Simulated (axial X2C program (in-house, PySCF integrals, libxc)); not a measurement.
**Linear BNC⁻ at several levels**

How do method and spin–orbit coupling move the bonds and stretches of BNC⁻, held linear?

Computed with an in-house X2C program for linear molecules on PySCF integrals. Level: all-electron X2C, two-component (2c) or spin-free, B dyall-v3z, N dyall-av3z, C dyall-v3z.

All values are calculated.

2 further runs of the same task are left out: 2 set aside as unsound or not needed.

## Step 1: Set-up

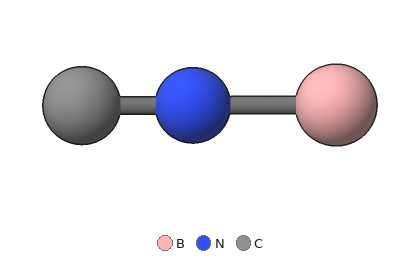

The atoms on one line, bonds 1.510 and 1.170 Å (boron pink, nitrogen blue, carbon grey).

The input, task.json:

```json
{
 "zs": [
  5,
  7,
  6
 ],
 "q": -1,
 "bas": [
  "dyall-v3z",
  "dyall-av3z",
  "dyall-v3z"
 ],
 "r0": [
  1.51,
  1.17
 ],
 "symm": 0,
 "scan": [
  "PBE0",
  "HF",
  "r2SCAN"
 ],
 "levels": [
  "PBE0",
  "HF",
  "LDA"
 ],
 "nst": 2
}
```

Keys: zs atomic numbers; q charge; bas basis sets; r0 starting distance in Å; symm equal bonds; scan levels of the two-bond scan; levels methods; nst determinants followed.

Started as:

```
> python solin.py task.json out
```

Masses B 11.009, N 14.003, C 12.000 u.

## Step 2: Scan at PBE0, 2c

State: Ω = 1/2 (beyond evenly filled blocks: ω = 1/2). Energies above the lowest point, from the job's result record:

| r(B–N) (Å) | r(N–C) (Å) | E (meV) |
| --- | --- | --- |
| 1.3504 | 1.1827 | 61.04 |
| 1.3504 | 1.2130 | 17.25 |
| 1.3504 | 1.2433 | 39.37 |
| 1.3850 | 1.1827 | 30.67 |
| 1.3850 | 1.2130 | 0.00 |
| 1.3850 | 1.2433 | 34.79 |
| 1.3850 | 1.2737 | 121.72 |
| 1.4196 | 1.1827 | 36.54 |
| 1.4196 | 1.2130 | 18.63 |
| 1.4196 | 1.2433 | 65.99 |
| 1.4543 | 1.2130 | 64.56 |
| 1.4543 | 1.2737 | 235.48 |

A quadratic surface with cubic terms in each bond gives the minimum at 1.384 and 1.211 Å, force constants 4.83, 11.5 and coupling 1.91 mdyn/Å.

## Step 3: Scan at HF, 2c

State: Ω = 1/2 (beyond evenly filled blocks: ω = 1/2). Energies above the lowest point, from the job's result record:

| r(B–N) (Å) | r(N–C) (Å) | E (meV) |
| --- | --- | --- |
| 1.3504 | 1.1827 | 22.62 |
| 1.3504 | 1.2130 | 15.25 |
| 1.3504 | 1.2433 | 64.75 |
| 1.3850 | 1.1827 | 0.00 |
| 1.3850 | 1.2130 | 13.96 |
| 1.3850 | 1.2433 | 83.80 |
| 1.3850 | 1.2737 | 197.20 |
| 1.4196 | 1.1827 | 8.85 |
| 1.4196 | 1.2130 | 43.31 |
| 1.4196 | 1.2433 | 133.34 |
| 1.4543 | 1.2130 | 94.79 |
| 1.4543 | 1.2737 | 355.77 |

A quadratic surface with cubic terms in each bond gives the minimum at 1.384 and 1.191 Å, force constants 4.11, 11.3 and coupling 3.05 mdyn/Å.

## Step 4: Scan at r2SCAN, 2c

State: Ω = 1/2 (beyond evenly filled blocks: ω = 1/2). Energies above the lowest point, from the job's result record:

| r(B–N) (Å) | r(N–C) (Å) | E (meV) |
| --- | --- | --- |
| 1.3504 | 1.1827 | 77.51 |
| 1.3504 | 1.2130 | 24.24 |
| 1.3504 | 1.2433 | 38.11 |
| 1.3850 | 1.1827 | 42.15 |
| 1.3850 | 1.2130 | 0.00 |
| 1.3850 | 1.2433 | 24.58 |
| 1.3850 | 1.2737 | 102.61 |
| 1.4196 | 1.1827 | 44.10 |
| 1.4196 | 1.2130 | 12.74 |
| 1.4196 | 1.2433 | 47.86 |
| 1.4543 | 1.2130 | 53.98 |
| 1.4543 | 1.2737 | 197.65 |

A quadratic surface with cubic terms in each bond gives the minimum at 1.388 and 1.216 Å, force constants 4.82, 11.4 and coupling 1.60 mdyn/Å.

## Step 5: The levels side by side

| level | r(B–N) (Å) | r(N–C) (Å) | lower stretch (cm⁻¹) | upper stretch (cm⁻¹) |
| --- | --- | --- | --- | --- |
| PBE0, 2c | 1.384 | 1.211 | 1028.0 | 1686.0 |
| HF, 2c | 1.384 | 1.191 | 924.6 | 1586.1 |
| r2SCAN, 2c | 1.388 | 1.216 | 1022.3 | 1700.7 |
| PBE0, spin-free | 1.384 | 1.211 | 1027.5 | 1685.9 |
| HF, spin-free | 1.384 | 1.191 | 923.6 | 1586.4 |
| r2SCAN, spin-free | 1.388 | 1.216 | 1021.9 | 1700.5 |

Scans not shown above were run alike.

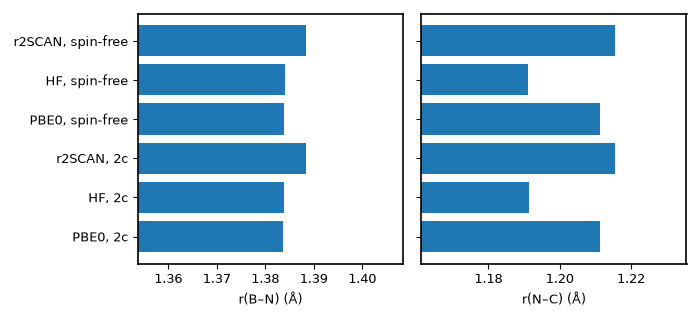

The two bond lengths by level.

What this shows: Over the levels the B–N bond spans 1.384 to 1.388 Å and the N–C bond 1.191 to 1.216 Å. At PBE0 spin–orbit coupling leaves both bonds unchanged to 0.001 Å. Each state is one determinant, the lowest of a limited PBE0 search; the stretches come from a fit to few points and are good to some per cent at best. For an anion the highest level of a functional can be positive, and the basis then holds the extra electron. The molecule was held linear; bending was not examined, so a bent shape may lie lower. Note: functional without a current term on a determinant with orbital currents, of the molecule or an atom.
